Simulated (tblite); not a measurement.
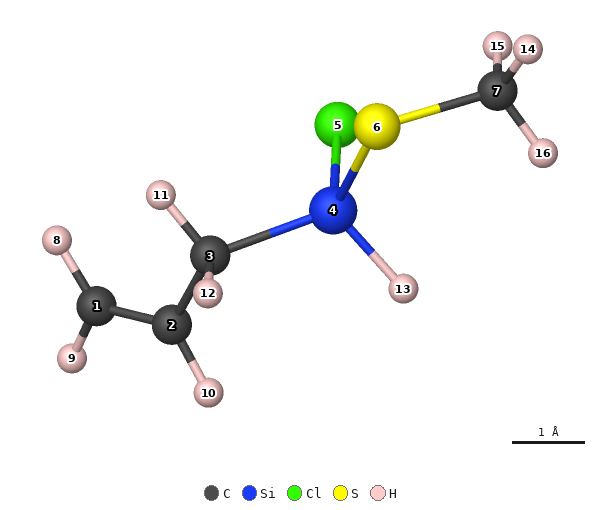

**Figure 1.** The starting structure (ball-and-stick view, seen at a tilt; atoms are numbered from 1 in the order of the input). Bond lengths as drawn: Cl–Si 2.07 Å, C–C 1.34 to 1.52 Å, C–H 1.08 to 1.10 Å, C–S 1.81 Å, C–Si 1.86 Å, H–Si 1.49 Å and S–Si 2.15 Å.

**Run report: C4H9ClSSi, geometry relaxation**

C4H9ClSSi, SMILES C=CC[Si@@H](Cl)SC, computed with GFN2-xTB geometry optimisation, gas phase (tblite 0.8.0).

### Output
```
step      E/eV     max force
  0    -617.73452    1.540
  1    -617.80189    0.581
  2    -617.81677    0.526
  3    -617.82266    0.194
  4    -617.82661    0.231
  5    -617.83032    0.231
  6    -617.83312    0.137
  7    -617.83560    0.120
  8    -617.83764    0.138
  9    -617.83980    0.121
 10    -617.84201    0.151
 11    -617.84392    0.107
 12    -617.84536    0.093
 13    -617.84660    0.091
 14    -617.84784    0.126
 15    -617.84902    0.117
 16    -617.84994    0.059
 17    -617.85062    0.062
 18    -617.85123    0.073
 19    -617.85179    0.064
 20    -617.85222    0.050
 21    -617.85252    0.037
 22    -617.85275    0.051
 23    -617.85294    0.052
 24    -617.85310    0.031
 25    -617.85323    0.027
 26    -617.85337    0.037
 27    -617.85354    0.049
 28    -617.85376    0.049
 29    -617.85398    0.039
 30    -617.85420    0.038
 31    -617.85444    0.048
 32    -617.85473    0.052
 33    -617.85505    0.045
 34    -617.85538    0.043
 35    -617.85571    0.050
 36    -617.85609    0.071
 37    -617.85655    0.079
 38    -617.85703    0.062
 39    -617.85750    0.059
 40    -617.85798    0.070
 41    -617.85850    0.078
 42    -617.85905    0.060
 43    -617.85954    0.062
 44    -617.85988    0.047
 45    -617.86007    0.039
 46    -617.86020    0.033
 47    -617.86031    0.026
 48    -617.86041    0.027
 49    -617.86050    0.031
 50    -617.86061    0.039
 51    -617.86075    0.038
 52    -617.86096    0.044
 53    -617.86121    0.049
 54    -617.86143    0.039
 55    -617.86156    0.030
 56    -617.86165    0.028
 57    -617.86176    0.033
 58    -617.86191    0.043
 59    -617.86205    0.037
 60    -617.86216    0.023
 61    -617.86224    0.027
 62    -617.86234    0.031
 63    -617.86247    0.033
 64    -617.86264    0.041
 65    -617.86284    0.046
 66    -617.86308    0.058
 67    -617.86336    0.044
 68    -617.86363    0.033
 69    -617.86377    0.025
 70    -617.86384    0.021
 71    -617.86391    0.021
 72    -617.86399    0.020
 73    -617.86407    0.022
 74    -617.86416    0.020
 75    -617.86425    0.038
 76    -617.86436    0.037
 77    -617.86449    0.030
 78    -617.86460    0.032
 79    -617.86470    0.027
 80    -617.86481    0.038
 81    -617.86492    0.029
 82    -617.86501    0.032
 83    -617.86505    0.014
 84    -617.86507    0.010
 85    -617.86509    0.011
 86    -617.86511    0.010
 87    -617.86512    0.010
 88    -617.86513    0.008
 89    -617.86514    0.007
 90    -617.86515    0.006
 91    -617.86515    0.006
 92    -617.86516    0.006
 93    -617.86517    0.007
 94    -617.86517    0.006
 95    -617.86518    0.006
 96    -617.86519    0.005
 97    -617.86519    0.005
 98    -617.86519    0.006
 99    -617.86520    0.006
100    -617.86521    0.007
101    -617.86521    0.006
102    -617.86522    0.007
103    -617.86522    0.008
104    -617.86523    0.009
105    -617.86525    0.011
106    -617.86526    0.010
107    -617.86527    0.008
108    -617.86528    0.007
109    -617.86528    0.010
110    -617.86529    0.010
111    -617.86531    0.011
112    -617.86532    0.011
113    -617.86533    0.009
114    -617.86535    0.011
115    -617.86537    0.012
116    -617.86540    0.016
117    -617.86543    0.021
118    -617.86547    0.019
119    -617.86549    0.012
120    -617.86551    0.010
121    -617.86551    0.005
122    -617.86551    0.004
123    -617.86552    0.005
124    -617.86552    0.006
125    -617.86553    0.005
126    -617.86553    0.004
127    -617.86553    0.003
128    -617.86553    0.003
```

### Trajectory as extended XYZ (Å, eV, eV/Å), 12 frames, from step=0 to step=128
```
16
Properties=species:S:1:pos:R:3:forces:R:3 step=0 energy=-617.73452
C    -3.3704   -0.3548    0.1939    0.3700   0.7610   0.0650
C    -2.3537    0.4849   -0.0155   -0.2020  -0.7780   0.1850
C    -1.0816    0.0962   -0.7420   -1.2890   0.2050  -0.7170
Si    0.4879    0.1573    0.2452    0.6720   0.1040   1.3820
Cl    0.4580   -1.2861    1.7243   -0.0060   0.3780  -0.3240
S     2.1643   -0.2230   -1.0379    0.0550   0.0440  -0.3160
C     3.5847   -0.0977    0.0760    0.4760   0.1390   0.6390
H    -3.3595   -1.3742   -0.1543    0.0170   0.0430   0.0270
H    -4.2628   -0.0231    0.7249    0.3340  -0.1950  -0.2390
H    -2.4312    1.5023    0.3658    0.2290  -0.2440  -0.1910
H    -1.2010   -0.9034   -1.1818   -0.0800   0.1490   0.1410
H    -0.9922    0.7855   -1.5910    0.0910  -0.0630   0.0590
H     0.6846    1.4674    0.9232   -0.0060  -0.3960  -0.2150
H     4.5088   -0.2386   -0.4970   -0.4400   0.0500  -0.0010
H     3.5391   -0.8677    0.8514   -0.1210   0.0740  -0.2100
H     3.6174    0.8839    0.5690   -0.1010  -0.2700  -0.2860
16
Properties=species:S:1:pos:R:3:forces:R:3 step=11 energy=-617.84392
C    -3.3432   -0.3525    0.1993   -0.0130   0.0280   0.0080
C    -2.3270    0.4632   -0.0147    0.0430  -0.0210  -0.0180
C    -1.0979    0.0897   -0.7713    0.0790   0.0090   0.0270
Si    0.4855    0.1558    0.2914   -0.0860  -0.0570   0.0290
Cl    0.4499   -1.2575    1.7424   -0.0060   0.0600  -0.0300
S     2.1412   -0.1768   -1.0415    0.0240  -0.0110  -0.0230
C     3.5608   -0.0924    0.0988   -0.0250   0.0050  -0.0320
H    -3.3461   -1.3725   -0.1541    0.0470   0.0680   0.0010
H    -4.2269   -0.0360    0.7256    0.0090   0.0030   0.0520
H    -2.3471    1.4841    0.3483   -0.0480  -0.0720   0.0110
H    -1.2266   -0.9080   -1.1975    0.0590   0.0410  -0.0090
H    -0.9755    0.7910   -1.5991    0.0240  -0.0430  -0.0260
H     0.7091    1.4518    0.9261   -0.0320  -0.0060   0.0130
H     4.4421   -0.2414   -0.5143    0.0350  -0.0070  -0.0050
H     3.4956   -0.8743    0.8479   -0.0810  -0.0130  -0.0120
H     3.5987    0.8850    0.5671   -0.0280   0.0180   0.0150
16
Properties=species:S:1:pos:R:3:forces:R:3 step=23 energy=-617.85294
C    -3.3179   -0.3525    0.2070   -0.0020   0.0040  -0.0010
C    -2.3040    0.4604   -0.0245   -0.0070  -0.0120   0.0150
C    -1.0790    0.0884   -0.7855   -0.0100  -0.0010  -0.0060
Si    0.4809    0.1552    0.2959    0.0380   0.0310  -0.0180
Cl    0.4407   -1.2377    1.7594    0.0120  -0.0080  -0.0180
S     2.1226   -0.1560   -1.0622   -0.0190   0.0050   0.0240
C     3.5274   -0.0921    0.0920    0.0030  -0.0040   0.0030
H    -3.3287   -1.3659   -0.1597    0.0180   0.0000   0.0040
H    -4.1845   -0.0396    0.7630    0.0020  -0.0010   0.0150
H    -2.3221    1.4732    0.3563   -0.0010   0.0000  -0.0100
H    -1.1963   -0.9099   -1.2101   -0.0080  -0.0060  -0.0130
H    -0.9452    0.7812   -1.6179   -0.0060   0.0060  -0.0080
H     0.6863    1.4495    0.9408   -0.0050   0.0030  -0.0080
H     4.4229   -0.2493   -0.4997   -0.0050  -0.0130   0.0070
H     3.4243   -0.8789    0.8323   -0.0010   0.0120   0.0050
H     3.5652    0.8830    0.5673   -0.0100  -0.0170   0.0100
16
Properties=species:S:1:pos:R:3:forces:R:3 step=34 energy=-617.85538
C    -3.2994   -0.3594    0.2267   -0.0130  -0.0020  -0.0230
C    -2.2989    0.4623   -0.0280   -0.0030  -0.0140   0.0360
C    -1.0815    0.0952   -0.8017    0.0110   0.0120  -0.0100
Si    0.4808    0.1798    0.2742    0.0130  -0.0280   0.0060
Cl    0.4678   -1.2359    1.7176   -0.0120   0.0150   0.0070
S     2.1259   -0.1420   -1.0709    0.0160   0.0250   0.0030
C     3.5117   -0.1041    0.1079   -0.0060   0.0050  -0.0240
H    -3.3032   -1.3715   -0.1419    0.0000  -0.0280   0.0160
H    -4.1598   -0.0552    0.7967   -0.0010   0.0010   0.0120
H    -2.3167    1.4757    0.3499   -0.0090   0.0180  -0.0070
H    -1.1916   -0.9045   -1.2247   -0.0230  -0.0090   0.0040
H    -0.9606    0.7865   -1.6360    0.0040   0.0300  -0.0300
H     0.6664    1.4728    0.9284    0.0050  -0.0110  -0.0170
H     4.4122   -0.2714   -0.4727    0.0160  -0.0170   0.0200
H     3.3869   -0.8903    0.8460   -0.0060   0.0250  -0.0160
H     3.5524    0.8709    0.5828    0.0080  -0.0210   0.0230
16
Properties=species:S:1:pos:R:3:forces:R:3 step=46 energy=-617.86020
C    -3.2601   -0.3827    0.2725   -0.0100  -0.0040   0.0000
C    -2.2945    0.4636   -0.0322    0.0240  -0.0030   0.0100
C    -1.0939    0.1146   -0.8426   -0.0080   0.0040  -0.0090
Si    0.4847    0.2056    0.2114   -0.0300   0.0140  -0.0050
Cl    0.4923   -1.2118    1.6530   -0.0210  -0.0020   0.0020
S     2.1641   -0.0640   -1.1016   -0.0080  -0.0020  -0.0120
C     3.4925   -0.1237    0.1392    0.0030   0.0000   0.0040
H    -3.2454   -1.4035   -0.0731   -0.0020  -0.0020   0.0130
H    -4.1069   -0.0918    0.8697   -0.0010  -0.0080   0.0020
H    -2.3303    1.4836    0.3276   -0.0020  -0.0060  -0.0160
H    -1.2141   -0.8836   -1.2674    0.0200   0.0080   0.0010
H    -0.9991    0.8140   -1.6744    0.0070   0.0010   0.0030
H     0.6449    1.4985    0.8714    0.0010   0.0100   0.0090
H     4.4129   -0.3329   -0.3941    0.0020   0.0000  -0.0040
H     3.2845   -0.9129    0.8540    0.0100  -0.0120  -0.0010
H     3.5609    0.8360    0.6409    0.0160   0.0020   0.0020
16
Properties=species:S:1:pos:R:3:forces:R:3 step=58 energy=-617.86191
C    -3.2405   -0.3985    0.2944    0.0130  -0.0010  -0.0010
C    -2.2941    0.4581   -0.0424   -0.0190  -0.0020   0.0090
C    -1.0952    0.1274   -0.8629   -0.0110   0.0050   0.0060
Si    0.4767    0.2321    0.1983    0.0270   0.0130  -0.0090
Cl    0.4549   -1.1957    1.6289    0.0010  -0.0020   0.0130
S     2.1717   -0.0324   -1.0994   -0.0420  -0.0010  -0.0080
C     3.4902   -0.1369    0.1483    0.0030   0.0000   0.0050
H    -3.2181   -1.4268   -0.0280    0.0170   0.0060  -0.0030
H    -4.0811   -0.1092    0.9020    0.0120  -0.0030  -0.0090
H    -2.3441    1.4832    0.3006   -0.0120   0.0040  -0.0080
H    -1.1964   -0.8709   -1.2911   -0.0100  -0.0060   0.0000
H    -1.0131    0.8322   -1.6906    0.0090   0.0070  -0.0050
H     0.6337    1.5227    0.8654   -0.0090  -0.0090   0.0010
H     4.4085   -0.3589   -0.3835    0.0070  -0.0040  -0.0050
H     3.2609   -0.9309    0.8505    0.0070  -0.0210   0.0080
H     3.5784    0.8134    0.6639    0.0070   0.0130   0.0050
16
Properties=species:S:1:pos:R:3:forces:R:3 step=69 energy=-617.86377
C    -3.2002   -0.4199    0.3186   -0.0020  -0.0030  -0.0010
C    -2.3018    0.4691   -0.0619   -0.0030   0.0030   0.0010
C    -1.1003    0.1549   -0.8841    0.0120  -0.0030   0.0060
Si    0.4622    0.2624    0.1922    0.0150  -0.0100   0.0170
Cl    0.4223   -1.1647    1.6251    0.0070   0.0040  -0.0020
S     2.1666   -0.0079   -1.0902   -0.0190   0.0080  -0.0040
C     3.4840   -0.1616    0.1551    0.0030  -0.0050   0.0020
H    -3.1307   -1.4544    0.0244    0.0020  -0.0020   0.0070
H    -4.0427   -0.1538    0.9332   -0.0040  -0.0010  -0.0080
H    -2.3909    1.5011    0.2501   -0.0080   0.0070  -0.0070
H    -1.1955   -0.8439   -1.3124    0.0130  -0.0100  -0.0060
H    -1.0146    0.8597   -1.7111   -0.0120   0.0170   0.0080
H     0.5998    1.5498    0.8687    0.0090   0.0000  -0.0090
H     4.3955   -0.3929   -0.3846    0.0090  -0.0040  -0.0060
H     3.2419   -0.9649    0.8425   -0.0070  -0.0130   0.0060
H     3.5968    0.7762    0.6888   -0.0140   0.0110  -0.0030
16
Properties=species:S:1:pos:R:3:forces:R:3 step=81 energy=-617.86492
C    -3.1729   -0.4394    0.3356   -0.0090   0.0000  -0.0050
C    -2.3125    0.4722   -0.0768    0.0260   0.0080  -0.0100
C    -1.0985    0.1789   -0.8883    0.0120  -0.0030  -0.0160
Si    0.4581    0.2841    0.1979   -0.0170   0.0100  -0.0090
Cl    0.4146   -1.1414    1.6304    0.0030   0.0010   0.0050
S     2.1574    0.0060   -1.0877    0.0100  -0.0060  -0.0030
C     3.4727   -0.1841    0.1556    0.0030  -0.0020   0.0030
H    -3.0575   -1.4797    0.0797   -0.0030  -0.0090   0.0050
H    -4.0282   -0.1862    0.9369   -0.0140  -0.0050   0.0070
H    -2.4438    1.5112    0.1942   -0.0120  -0.0010   0.0110
H    -1.1750   -0.8155   -1.3314   -0.0030  -0.0020   0.0080
H    -1.0156    0.8961   -1.7049    0.0090   0.0030   0.0040
H     0.5960    1.5752    0.8657    0.0110   0.0030   0.0090
H     4.3822   -0.4193   -0.3862   -0.0010   0.0040  -0.0040
H     3.2205   -0.9946    0.8313   -0.0100   0.0010  -0.0020
H     3.5948    0.7454    0.7023   -0.0040  -0.0020  -0.0020
16
Properties=species:S:1:pos:R:3:forces:R:3 step=93 energy=-617.86517
C    -3.1782   -0.4392    0.3298    0.0020   0.0000  -0.0010
C    -2.3131    0.4714   -0.0767   -0.0060  -0.0010   0.0020
C    -1.0958    0.1790   -0.8836   -0.0020  -0.0010   0.0000
Si    0.4599    0.2840    0.2029    0.0050   0.0000   0.0000
Cl    0.4190   -1.1385    1.6390   -0.0010   0.0010   0.0020
S     2.1537   -0.0018   -1.0894    0.0010  -0.0030  -0.0020
C     3.4719   -0.1834    0.1518   -0.0010   0.0000   0.0000
H    -3.0640   -1.4805    0.0766    0.0020   0.0010  -0.0040
H    -4.0370   -0.1851    0.9266    0.0010   0.0000  -0.0010
H    -2.4473    1.5097    0.1962   -0.0010   0.0020   0.0030
H    -1.1719   -0.8155   -1.3260    0.0020  -0.0070   0.0000
H    -1.0089    0.8961   -1.6997   -0.0020   0.0030  -0.0010
H     0.6099    1.5732    0.8722    0.0010   0.0040   0.0000
H     4.3821   -0.4141   -0.3908   -0.0010   0.0010  -0.0010
H     3.2235   -0.9940    0.8288   -0.0020  -0.0010   0.0000
H     3.5886    0.7477    0.6966    0.0020   0.0000   0.0030
16
Properties=species:S:1:pos:R:3:forces:R:3 step=104 energy=-617.86523
C    -3.1769   -0.4421    0.3289    0.0020   0.0000   0.0020
C    -2.3139    0.4714   -0.0752    0.0000   0.0000   0.0010
C    -1.0959    0.1818   -0.8825   -0.0050  -0.0020  -0.0030
Si    0.4614    0.2900    0.2013   -0.0060  -0.0010   0.0060
Cl    0.4171   -1.1292    1.6408    0.0010   0.0020   0.0010
S     2.1539   -0.0022   -1.0904    0.0060   0.0000  -0.0070
C     3.4703   -0.1865    0.1520    0.0010   0.0000   0.0010
H    -3.0590   -1.4824    0.0728   -0.0020   0.0010   0.0000
H    -4.0363   -0.1920    0.9266    0.0020  -0.0010  -0.0040
H    -2.4505    1.5091    0.1988    0.0010  -0.0020   0.0030
H    -1.1690   -0.8143   -1.3222   -0.0010  -0.0020  -0.0040
H    -1.0132    0.8973   -1.7006    0.0030   0.0020   0.0020
H     0.6160    1.5797    0.8679   -0.0020   0.0090   0.0010
H     4.3809   -0.4163   -0.3900    0.0000  -0.0040  -0.0010
H     3.2195   -0.9983    0.8267    0.0040  -0.0020   0.0010
H     3.5880    0.7429    0.6995   -0.0030   0.0020   0.0000
16
Properties=species:S:1:pos:R:3:forces:R:3 step=116 energy=-617.86540
C    -3.1740   -0.4530    0.3257    0.0100   0.0010   0.0070
C    -2.3140    0.4671   -0.0696    0.0040   0.0050  -0.0150
C    -1.0962    0.1884   -0.8813    0.0030   0.0020   0.0000
Si    0.4631    0.3090    0.1990   -0.0100  -0.0010  -0.0040
Cl    0.4164   -1.0943    1.6531    0.0020  -0.0010   0.0110
S     2.1533   -0.0043   -1.0910    0.0070  -0.0020  -0.0040
C     3.4673   -0.1988    0.1527    0.0020   0.0040   0.0000
H    -3.0500   -1.4904    0.0613   -0.0110   0.0000  -0.0010
H    -4.0345   -0.2112    0.9253    0.0020  -0.0050  -0.0020
H    -2.4535    1.5020    0.2135   -0.0020  -0.0020   0.0010
H    -1.1636   -0.8073   -1.3237    0.0040   0.0100   0.0030
H    -1.0195    0.9069   -1.6976   -0.0070  -0.0040   0.0060
H     0.6197    1.6081    0.8483   -0.0020  -0.0050  -0.0020
H     4.3789   -0.4264   -0.3887   -0.0030  -0.0050  -0.0020
H     3.2144   -1.0144    0.8222    0.0020   0.0040  -0.0020
H     3.5846    0.7276    0.7052    0.0010  -0.0010   0.0050
16
Properties=species:S:1:pos:R:3:forces:R:3 step=128 energy=-617.86553
C    -3.1738   -0.4605    0.3216    0.0010   0.0000   0.0000
C    -2.3143    0.4632   -0.0664   -0.0020   0.0000  -0.0010
C    -1.0960    0.1930   -0.8798    0.0000   0.0000   0.0000
Si    0.4639    0.3189    0.1984    0.0030   0.0000   0.0010
Cl    0.4190   -1.0659    1.6709    0.0000   0.0010  -0.0020
S     2.1526   -0.0090   -1.0908   -0.0010  -0.0010   0.0010
C     3.4667   -0.2061    0.1523   -0.0010   0.0000  -0.0010
H    -3.0528   -1.4955    0.0466    0.0000  -0.0010   0.0000
H    -4.0338   -0.2241    0.9238    0.0000  -0.0010   0.0000
H    -2.4543    1.4952    0.2271    0.0000   0.0010   0.0000
H    -1.1583   -0.8010   -1.3259   -0.0020  -0.0010   0.0000
H    -1.0247    0.9146   -1.6936    0.0000   0.0020   0.0000
H     0.6224    1.6245    0.8335    0.0000   0.0010   0.0000
H     4.3777   -0.4329   -0.3906    0.0000   0.0000   0.0010
H     3.2140   -1.0238    0.8192    0.0000   0.0020   0.0010
H     3.5842    0.7183    0.7082    0.0020   0.0000  -0.0010
```

This output came from the following input.

### Input
```
{"job": {"xc": "GFN2-xTB", "basis": "xTB", "kind": "relax"}, "charge": 0, "multiplicity": 1}
C     -3.370400    -0.354800     0.193900
C     -2.353700     0.484900    -0.015500
C     -1.081600     0.096200    -0.742000
Si     0.487900     0.157300     0.245200
Cl     0.458000    -1.286100     1.724300
S      2.164300    -0.223000    -1.037900
C      3.584700    -0.097700     0.076000
H     -3.359500    -1.374200    -0.154300
H     -4.262800    -0.023100     0.724900
H     -2.431200     1.502300     0.365800
H     -1.201000    -0.903400    -1.181800
H     -0.992200     0.785500    -1.591000
H      0.684600     1.467400     0.923200
H      4.508800    -0.238600    -0.497000
H      3.539100    -0.867700     0.851400
H      3.617400     0.883900     0.569000
```

The first line tells a small driver script what to run in tblite; the rest is the geometry in Å.

Command:
```bash
OMP_NUM_THREADS=1 python <driver script> task.json out
```

### Summary

- outcome: converged
- total energy: −617.8655 eV
- hardware: 1 CPU thread, shared host
- wall time: 0.81 s
- peak memory: 0.19 GiB
